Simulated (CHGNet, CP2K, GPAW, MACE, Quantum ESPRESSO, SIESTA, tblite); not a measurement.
## Σ7 (111) twist boundary in a Al-Pt solid solution (84 atoms) in other programs, against a plane-wave reference

Wanted: errors and costs of other methods on Σ7 (111) twist boundary in a Al-Pt solid solution (84 atoms). A plane-wave run serves as the reference.

Program: Quantum ESPRESSO 7.5. Level of theory: Kohn-Sham DFT, PBE, SSSP efficiency 1.3.0 pseudopotentials, plane waves. Results are calculated unless marked as measured.

## 1. Set-up

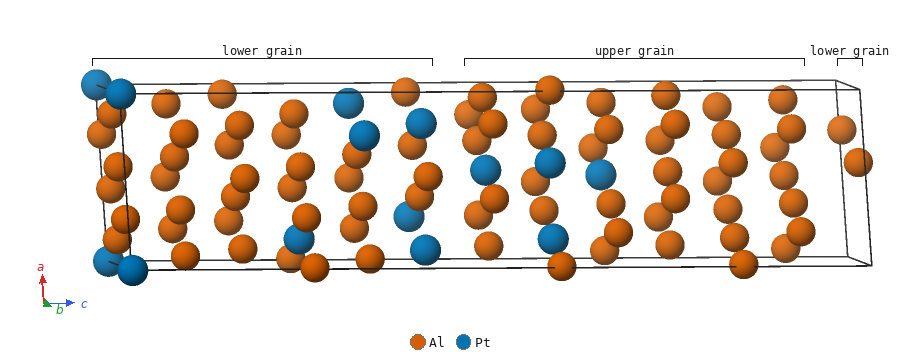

The cell as given, from the side, with the c axis across the page (aluminium orange, platinum blue). Some periodic images of atoms are drawn too.

The cell holds 84 atoms: 73 Al and 11 Pt. Cell: a = 7.545 Å, b = 7.545 Å, c = 28.340 Å, α = 90.0°, β = 90.0°, γ = 120.0°. Fcc Al lattice (a = 4.0328 Å, the value set for the mixture); two grains turned against each other by 38.21 deg about [111]; 1 x 1 coincidence cells, 2 lattice periods a grain, two boundaries a cell, upper grain shifted by [0.672, 0.278] of the boundary cell and opened by 0.2 Å, one atom of each pair nearer than 1.854 Å removed; 11 of 84 Al sites given to Pt at random (lattice constant by Vegard's rule between Al and Pt); not relaxed, displaced by a Gaussian of 0.02 Å. Then every atom was moved at random, 0.03 Å r.m.s. a Cartesian component. Regions: lower grain, 42 atoms (35 Al and 7 Pt); upper grain, 42 atoms (38 Al and 4 Pt). The structure's axis is c.

## 2. Reference: Quantum ESPRESSO, plane waves

pw.in

```
&control
  calculation = 'scf'
  pseudo_dir = './pseudo'
  outdir = './tmp'
  disk_io = 'none'
  tprnfor = .true.
  tstress = .true.
/
&system
  ibrav = 0
  nat = 84
  ntyp = 2
  ecutwfc = 45
  ecutrho = 360
  nosym = .true.
  occupations = 'smearing'
  smearing = 'fd'
  degauss = 0.003675
/
&electrons
  conv_thr = 4.2e-07
  electron_maxstep = 100
  mixing_beta = 0.2
  mixing_mode = 'local-TF'
  diagonalization = 'david'
/
ATOMIC_SPECIES
Al 26.982 Al.upf
Pt 195.084 Pt.upf
CELL_PARAMETERS angstrom
7.54468 0.00000 0.00000
-3.77234 6.53388 0.00000
0.00000 0.00000 28.34006
ATOMIC_POSITIONS crystal
Al 0.86247 0.56840 0.00081
Al 0.72612 0.14921 0.99840
Al 0.90916 0.39068 0.08055
Al 0.95127 0.19360 0.16362
Al 0.57161 0.72398 0.99947
Al 0.76884 0.96507 0.08399
Al 0.42378 0.28489 0.00148
Al 0.61501 0.52468 0.08298
Al 0.80406 0.75377 0.16614
Al 0.47984 0.10148 0.08195
Al 0.67113 0.33401 0.16400
Al 0.85799 0.57866 0.24633
[... 68 atom lines left out ...]
Al 0.68093 0.28682 0.74766
Al 0.72379 0.51827 0.83027
Al 0.76628 0.75542 0.91139
Al 0.91574 0.46574 0.91149
K_POINTS gamma
```

Run with:

```console
$ OMP_NUM_THREADS=1 mpirun -np 4 pw.x -in pw.in > output.txt
```

Numbers of over 12 decimals in the logs are rounded to 6 here.

The program printed:

```text
Program PWSCF
     gamma-point specific algorithms are used
     one sub-group per band group will be used
     scalapack distributed-memory algorithm (size of sub-group:  2*  2 procs)
     Parallelization info
     sticks:   dense  smooth     PW     G-vecs:    dense   smooth      PW
     Min        1260     631    158               271771    96191   12010
     Max        1261     632    160               271776    96220   12024
     Sum        5041    2527    637              1087091   384835   48067
     bravais-lattice index     =            0
     lattice parameter (alat)  =      14.2574  a.u.
     unit-cell volume          =    9427.7779 (a.u.)^3
     number of atoms/cell      =           84
     number of atomic types    =            2
     number of electrons       =       395.00
[... lines left out ...]
     scf convergence threshold =      4.2E-07
[... lines left out ...]
     number of k points=     1  Fermi-Dirac smearing, width (Ry)=  0.0037
[... lines left out ...]
     total energy              =   -5237.38233052 Ry
[... lines left out ...]
     total energy              =   -5135.81083130 Ry
[... lines left out ...]
     total energy              =   -5204.56758680 Ry
[... lines left out ...]
     total energy              =   -5201.37971694 Ry
[... lines left out ...]
     total energy              =   -5201.37971692 Ry
[... lines left out ...]
   -43.3942 -43.3767 -43.3359 -43.2846 -43.2669 -43.2392 -43.2041 -43.1762
[...]
10.7997  10.8558  10.8840  10.9478  10.9871  11.0646  11.1065  11.1191
    11.1430  11.2038  11.2444  11.2575  11.3627  11.4066  11.4644  11.4849
    11.5702  11.6186  11.6680  11.6991  11.7732  11.8250
     the Fermi energy is     9.7826 ev
!    total energy              =   -5201.37971669 Ry
     estimated scf accuracy    <       0.00000030 Ry
     smearing contrib. (-TS)   =      -0.02241590 Ry
     internal energy E=F+TS    =   -5201.35730079 Ry
     The total energy is F=E-TS. E is the sum of the following terms:
     one-electron contribution =   -3711.91441189 Ry
     hartree contribution      =    2059.60150633 Ry
     xc contribution           =    -814.57792777 Ry
     ewald contribution        =    -203.12685353 Ry
     one-center paw contrib.   =   -2531.33961394 Ry
     convergence has been achieved in  26 iterations
     negative rho (up, down):  1.930E+00 0.000E+00
     Forces acting on atoms (cartesian axes, Ry/au):
     atom    1 type  1   force =    -0.01108027    0.02865987   -0.01452567
     atom    2 type  1   force =     0.01367960   -0.01530955   -0.00058505
     atom    3 type  1   force =    -0.00060792   -0.00482485    0.02900987
[...]
atom   83 type  1   force =     0.00192038    0.00197159    0.00355454
     atom   84 type  1   force =    -0.00133755    0.00090145    0.00087211
     Total force =     0.276658     Total SCF correction =     0.001836
     Computing stress (Cartesian axis) and pressure
     negative rho (up, down):  1.930E+00 0.000E+00
          total   stress  (Ry/bohr**3)                   (kbar)     P=      -30.87
  -0.00039363  -0.00000966  -0.00000459          -57.90       -1.42       -0.67
  -0.00000966  -0.00041677   0.00001779           -1.42      -61.31        2.62
  -0.00000459   0.00001779   0.00018078           -0.67        2.62       26.59
     Message from routine punch:
     Nothing written, as per user request (disk_io='none')
```

Wall time 4.2 min (4 MPI ranks of Arm Neoverse V2, shared host); peak memory 4.3 GiB.

Banners, paths, timers and routine set-up lines are dropped from the logs unmarked, and long logs keep their key lines alone; longer cuts are marked.

Numbers from this run:

* r.m.s. force component: 0.4481 eV/Å
* longest force: 2.39 eV/Å
* pressure: -3.087 GPa

## 3. Local order

Density 4.89 g/cm³, 16.63 Å³ an atom.

Pair distribution functions g(r), in bins of 0.2 Å:

| r (Å) | total | Al-Al | Al-Pt | Pt-Pt |
| --- | --- | --- | --- | --- |
| 2.50 | 0.05 | 0.06 | 0.00 | 0.00 |
| 2.70 | 1.57 | 1.59 | 1.63 | 0.00 |
| 2.90 | 7.61 | 7.68 | 7.22 | 10.12 |
| 3.10 | 0.17 | 0.13 | 0.22 | 0.91 |
| 3.30 | 0.13 | 0.12 | 0.19 | 0.00 |
| 3.50 | 0.13 | 0.14 | 0.11 | 0.00 |
| 3.70 | 0.10 | 0.11 | 0.10 | 0.00 |
| 3.90 | 0.63 | 0.66 | 0.58 | 0.58 |
| 4.10 | 1.58 | 1.60 | 1.43 | 2.20 |
| 4.30 | 0.11 | 0.10 | 0.11 | 0.51 |
| 4.50 | 0.08 | 0.07 | 0.07 | 0.47 |
| 4.70 | 0.10 | 0.09 | 0.09 | 0.41 |
| 4.90 | 4.99 | 5.11 | 4.45 | 7.23 |
| 5.10 | 0.84 | 0.84 | 0.79 | 1.44 |
| 5.30 | 0.22 | 0.24 | 0.17 | 0.00 |
| 5.50 | 0.29 | 0.25 | 0.35 | 1.20 |
| 5.70 | 2.14 | 2.13 | 2.17 | 2.00 |
| 5.90 | 0.28 | 0.28 | 0.28 | 0.27 |
| 6.10 | 0.16 | 0.16 | 0.15 | 0.48 |
| 6.30 | 2.21 | 2.23 | 2.13 | 2.28 |
| 6.50 | 1.10 | 1.17 | 0.85 | 1.33 |
| 6.70 | 0.18 | 0.16 | 0.20 | 0.62 |
| 6.90 | 0.65 | 0.64 | 0.63 | 1.15 |
| 7.10 | 0.54 | 0.53 | 0.58 | 0.19 |
| 7.30 | 0.30 | 0.27 | 0.38 | 0.87 |
| 7.50 | 4.08 | 4.21 | 3.34 | 7.94 |
| 7.70 | 0.72 | 0.72 | 0.62 | 1.72 |
| 7.90 | 0.35 | 0.34 | 0.38 | 0.14 |

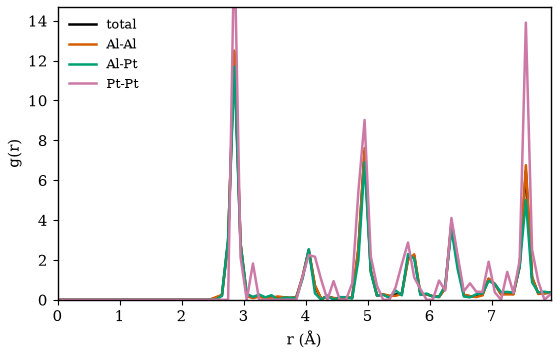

Pair distribution functions, with peaks cut at 14.

Neighbours by pair of elements; one cutoff, the widest of the pairs' first minima of g(r), serves all pairs of this metal (cutoffs were set anew for this text, so counts can differ from the run's own analysis):

| pair A-B | cutoff (Å) | bonds | mean length (Å) | spread (Å) | shortest (Å) | B about A | A about B |
| --- | --- | --- | --- | --- | --- | --- | --- |
| Al-Al | 3.38 | 374 | 2.86 | 0.083 | 2.58 | 10.2 | 10.2 |
| Al-Pt | 3.38 | 109 | 2.86 | 0.081 | 2.67 | 1.49 | 9.91 |
| Pt-Pt | 3.38 | 10 | 2.88 | 0.098 | 2.81 | 1.82 | 1.82 |

How many atoms have how many bonded neighbours:

| element | mean | 10 | 11 | 12 |
| --- | --- | --- | --- | --- |
| Al | 11.7 | 4 | 11 | 58 |
| Pt | 11.7 | 1 | 1 | 9 |

## 4. The other programs

The programs:
- CHGNet: machine-learned potential, published weights.
- CP2K 2026.2: Gaussian basis with GTH pseudopotentials and a plane-wave density; labels give functional, basis (MOLOPT sets; SR short-range, UZH the newer set with its own potentials), grid cutoff/relative cutoff and solver (OT: orbital transformation; TRS4, TC2, SIGN: linear-scaling purification with its sparsity filter), or its built-in tight binding.
- GPAW 26.7.0: PAW with atomic orbitals (LCAO), plane waves or a real-space grid of spacing h.
- MACE: machine-learned potential, published weights.
- Quantum ESPRESSO 7.5: plane waves; labels (QE) give functional, pseudopotential set and cutoffs of waves/density.
- SIESTA 5.4.2: numerical atomic orbitals, whose automatically made sets are far from complete, with PseudoDojo norm-conserving potentials that we converted to its format (checked against plane waves on the same files for H, C, O, Si, Ge and Ca alone); labels give functional, basis size, energy shift and mesh cutoff.
- tblite 0.8.0: extended tight binding, driven from Python.

All use the same cell and atoms; the electronic-structure runs use the same k-mesh, and an electronic temperature of 580 K (0.05 eV) where levels are smeared.

Differences are against the plane-wave reference, forces as r.m.s. over components; share is that over the reference's r.m.s. force, slope the least-squares factor from reference forces to these. Total energies of different programs have different zeros and aren't compared.

| run | Δ force, r.m.s. (meV/Å) | share (%) | slope | Δ pressure (GPa) | cores | CPU time | memory (GiB) |
| --- | --- | --- | --- | --- | --- | --- | --- |
| reference | - | - | - | - | 4 | 17 min | 4.3 |
| CHGNet r2SCAN potential | 307 | 68.6 | 0.426 | -4.39 | 1 | 4.2 s | 1.5 |
| CP2K PBE, DZVP-UZH, 600/50 Ry, diagonalisation | 14.7 | 3.28 | 1.012 | -0.115 | 4 | 17 min | 7.2 |
| GPAW PBE, LCAO dzp, h 0.25 Å (coarse) | 18.5 | 4.13 | 1.017 | - | 1 | 11 min | 1.2 |
| GPAW PBE, LCAO sz(dzp), h 0.2 Å (coarse) | 187 | 41.7 | 1.222 | - | 1 | 3.6 min | 1.4 |
| MACE MP-0b2 small potential | 226 | 50.4 | 0.661 | 0.693 | 1 | 5.7 s | 0.67 |
| MACE MP-0b3 medium potential | 215 | 47.9 | 0.679 | 0.0559 | 1 | 7.2 s | 0.99 |
| QE PBE, gbrv-1.5, 40/200 Ry | 3.48 | 0.777 | 0.999 | 0.016 | 4 | 6.3 min | 1.6 |
| SIESTA PBE, DZP, shift 0.01 Ry, mesh 100 Ry (coarse) | 20.5 | 4.57 | 1.004 | -0.118 | 2 | 4 min | 0.8 |
| SIESTA PBE, DZP, shift 0.01 Ry, mesh 300 Ry | 18.3 | 4.09 | 1.004 | -0.173 | 2 | 17 min | 2.1 |
| tblite GFN1-xTB | 591 | 132 | -0.009 | 29.5 | 1 | 13 s | 0.17 |

Rows marked coarse were listed beforehand as settings not expected to be converged; some can still land near the reference.

Times of the machine-learned potentials are mostly Python's start and the loading of weights.

CPU time is summed over cores on a shared host, where runs went side by side, so it is rough. Symmetry, cutoffs, thresholds, outputs and thread counts weren't matched or tuned between programs; memory under MPI is the largest rank's times the ranks.

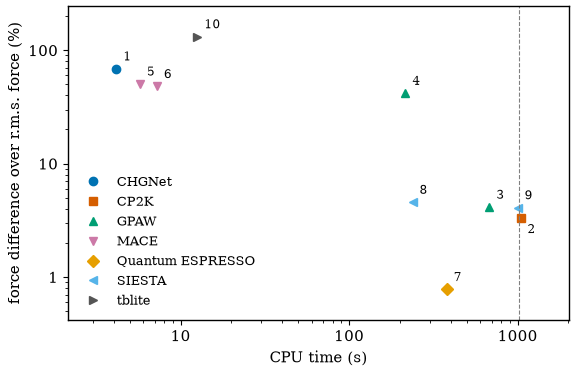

Force difference against CPU time; the dashed line marks the reference's time. Points: 1 CHGNet r2SCAN potential; 2 CP2K PBE, DZVP-UZH, 600/50 Ry, diagonalisation; 3 GPAW PBE, LCAO dzp, h 0.25 Å; 4 GPAW PBE, LCAO sz(dzp), h 0.2 Å; 5 MACE MP-0b2 small potential; 6 MACE MP-0b3 medium potential; 7 QE PBE, gbrv-1.5, 40/200 Ry; 8 SIESTA PBE, DZP, shift 0.01 Ry, mesh 100 Ry; 9 SIESTA PBE, DZP, shift 0.01 Ry, mesh 300 Ry; 10 tblite GFN1-xTB.

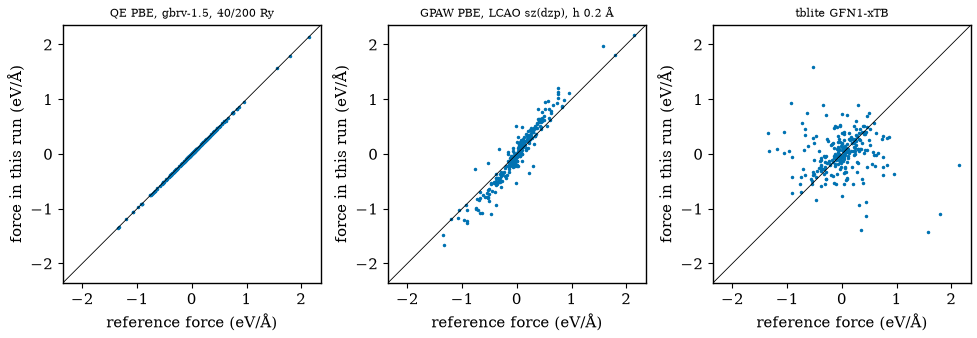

Force components against those of the reference; the line marks equality.

Runs without a result: GPAW PBE, LCAO dzp, h 0.2 Å (cut off at its time limit of 15 min); GPAW revPBE, LCAO dzp, h 0.2 Å (cut off at its time limit of 15 min).

Mean charges by element (e), by run and scheme:

| run | scheme | Al | Pt |
| --- | --- | --- | --- |
| CP2K PBE, DZVP-UZH, 600/50 Ry, diagonalisation | Mulliken | +0.08 | -0.51 |
| CP2K PBE, DZVP-UZH, 600/50 Ry, diagonalisation | Hirshfeld | 0.00 | +0.02 |
| SIESTA PBE, DZP, shift 0.01 Ry, mesh 300 Ry | Hirshfeld | -0.03 | +0.20 |
| tblite GFN1-xTB | Mulliken | +0.09 | -0.58 |

Within one program, basis, potentials and functional, energies share a zero. Each run against its twin at the usual cutoff or grid and solver:

| run | twin | Δ energy (meV/atom) | Δ force, r.m.s. (meV/Å) | CPU time over the twin's |
| --- | --- | --- | --- | --- |
| SIESTA PBE, DZP, shift 0.01 Ry, mesh 100 Ry | DZP, shift 0.01 Ry, mesh 300 Ry | -4.17 | 6.13 | 0.24 |

A second geometry, displaced anew (every atom was moved at random, 0.04 Å r.m.s. a Cartesian component), gives an energy difference that all programs can be tested on. The reference puts it at 0.1932 meV/atom.

| run | energy less the first geometry's (meV/atom) | error (meV/atom) | force share at the second geometry (%) |
| --- | --- | --- | --- |
| CHGNet r2SCAN potential | 0.651 | 0.458 | 67.4 |
| CP2K PBE, DZVP-UZH, 600/50 Ry, diagonalisation | 0.2398 | 0.0466 | 3.35 |
| tblite GFN1-xTB | 0.9038 | 0.711 | 136 |
| SIESTA PBE, DZP, shift 0.01 Ry, mesh 300 Ry | 0.3917 | 0.199 | 4.55 |
| MACE MP-0b3 medium potential | 0.9587 | 0.765 | 49.6 |
| MACE MP-0b2 small potential | 0.704 | 0.511 | 50.5 |
| SIESTA PBE, DZP, shift 0.01 Ry, mesh 100 Ry | 0.3862 | 0.193 | 4.81 |
| GPAW PBE, LCAO dzp, h 0.25 Å | 0.0751 | -0.118 | 4.38 |
| QE PBE, gbrv-1.5, 40/200 Ry | 0.1479 | -0.0453 | 0.832 |
| GPAW PBE, LCAO sz(dzp), h 0.2 Å | 0.4083 | 0.215 | 42.5 |

## 5. Results

```
reference r.m.s. force component                       : 0.448 eV/Å
nearest in forces                                      : QE PBE, gbrv-1.5, 40/200 Ry, 0.78 %
farthest in forces                                     : tblite GFN1-xTB, 132 %
cheapest electronic-structure run beside the reference : tblite GFN1-xTB, 13 s of CPU time
```

In words: PBE on plane waves or a grid with other potentials, cutoffs or grids, coarse settings apart, differs from the reference by 0.78 % (QE PBE, gbrv-1.5, 40/200 Ry) of the r.m.s. force; this holds the reference's own error, so differences of a few per cent don't tell which side is nearer the exact PBE result. The PBE runs in local orbitals, coarse settings apart, differ by 3.3 % (CP2K PBE, DZVP-UZH, 600/50 Ry, diagonalisation) to 4.1 % (SIESTA PBE, DZP, shift 0.01 Ry, mesh 300 Ry); basis, grid and potentials can all enter. Tight binding differs by 132 % (tblite GFN1-xTB); it is another model, with fitted parameters of its own, and the xTB methods hold dispersion. Machine-learned potentials differ by 48 % (MACE MP-0b3 medium potential) to 69 % (CHGNet r2SCAN potential); they were trained on other programs' data, some at another functional. The reference samples few k-points for this cell, and its sampling error, which other DFT runs on the same mesh share, can be part of so large a difference. Among those trained on PBE data the slope goes as low as 0.66, with a correlation of 0.87, so directions differ as well as sizes. Runs with settings chosen to be coarse differ by 4.1 % (GPAW PBE, LCAO dzp, h 0.25 Å) to 42 % (GPAW PBE, LCAO sz(dzp), h 0.2 Å), their programs' other errors included. Of the electronic-structure runs that take under half the reference's CPU time, QE PBE, gbrv-1.5, 40/200 Ry comes nearest, at 0.78 % in 6.3 min against 17 min. GPAW PBE, LCAO sz(dzp), h 0.2 Å stiffens the forces by a factor of 1.22 while following their directions (correlation 0.961); the slopes of the 2 GPAW runs lie between 1.02 and 1.22. Charges hang on model, scheme and program or settings: among these rows the mean for Pt runs from -0.58 to +0.20 e, even in sign. The energy difference between the two geometries, 0.193 meV/atom in the reference, is met best by CP2K PBE, DZVP-UZH, 600/50 Ry, diagonalisation (+0.0466) and QE PBE, gbrv-1.5, 40/200 Ry (-0.0453) and worst by MACE MP-0b3 medium potential (+0.765). In the reference: levels near the Fermi energy are neither full nor empty under the smearing, so no gap is quoted. In the reference: for some of the pairs, g(r) has its first main peak near 2.85 Å (Al-Al), 2.85 Å (Al-Pt) and 2.86 Å (Pt-Pt). Periodic xTB results under one method name differ between programs and library versions. The potentials hold different valence shells: 395 electrons in the reference, 417 in CP2K with DZVP-UZH and 417 in SIESTA; this bears on time and differences. The reference's pressure holds the uncorrected Pulay stress of its 45 Ry basis, so small pressure differences, and their order, may be the reference's own error. The electron count is odd in these runs, and they have no spin polarisation, so the unpaired electron is spread evenly over both spins. Machine-learned potentials mimic data converged in k, so the reference's own k-point error enters their differences. The reference's stress is far from hydrostatic: its diagonal is -5.8, -6.1, 2.7 GPa, compression counted positive. The host structure and its lattice constant were typed by rule, without a check against the phase diagram. The reference's pressure of -3.1 GPa belongs to a cell and atoms that aren't relaxed at this level. The electronic-structure runs sample only Γ, in a cell whose shortest periodic width is 7 Å, which is coarse for a cell with partly filled levels. Spin–orbit coupling is left out, which matters for the levels of the heavy elements.

[Also dropped from logs without a mark: logging warnings of Python, and SIESTA's first energy breakdown and zero terms.]

[Logs are printed without paths, hosts, clocks, repeated set-up lines and the standing remarks that a program may print on its own settings, such as how far it seeks lower states.]

[Hosts, paths, dates, database ids (printed as entryN), source tags and the programs' standing remarks are cut or masked in the printed files.]
